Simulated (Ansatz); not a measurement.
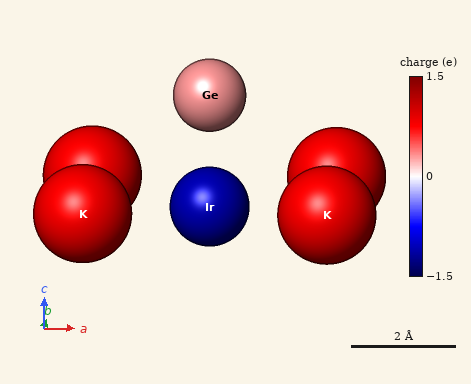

View from the side at a slight tilt, drawn as a spheres-only model. The cell isn't outlined and the vacuum is left out. The atoms of this KGeIr cell are coloured by their Bader charge.

Computed with Ansatz, DFT PBE, scalar-relativistic, plane waves, PAW. Settings: 420 eV cutoff, Brillouin-zone sampling on an 8×8×1 mesh, Gaussian smearing of 0.01 eV, no spin polarisation.

Q: Which atoms are positive and which negative?

A: Most positive: K; most negative: Ir. Charges: about K +0.8 e; Ge +0.3 e; Ir -1.1 e. The transfer is large, as in an ionic solid.

The cell started as a structure type filled with these elements by a generator (whether the compound takes this form wasn't checked). Earlier steps of the study may have refined or changed the cell and positions. An electronic-structure calculation with Ansatz was run on it.
